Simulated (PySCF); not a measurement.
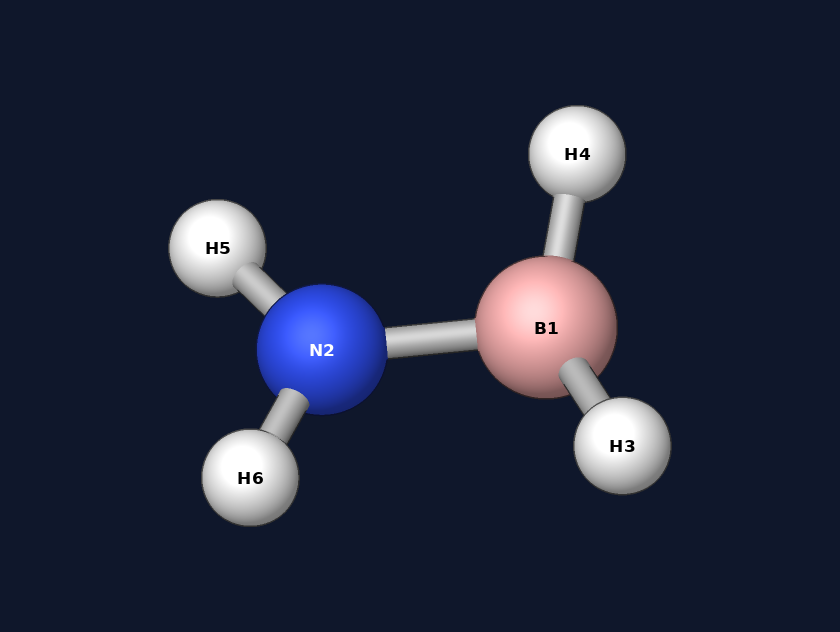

Geometry: a frame of a GFN2-xTB molecular-dynamics simulation, not a minimum. Properties computed with GIAO PBE0/pcSseg-1 NMR shielding, non-relativistic, gas phase (PySCF 2.14.0). Principal shieldings σ11 ≤ σ22 ≤ σ33, span Ω = σ33 − σ11, skew κ = 3(σiso − σ22)/Ω.

Give the shielding tensors of the N atoms.

| atom | σ11 | σ22 | σ33 | σiso | Ω | κ |
| --- | --- | --- | --- | --- | --- | --- |
| N2 | −29.8 | 154.4 | 198.1 | 107.5 | 227.9 | −0.62 |

Shieldings and span in ppm.
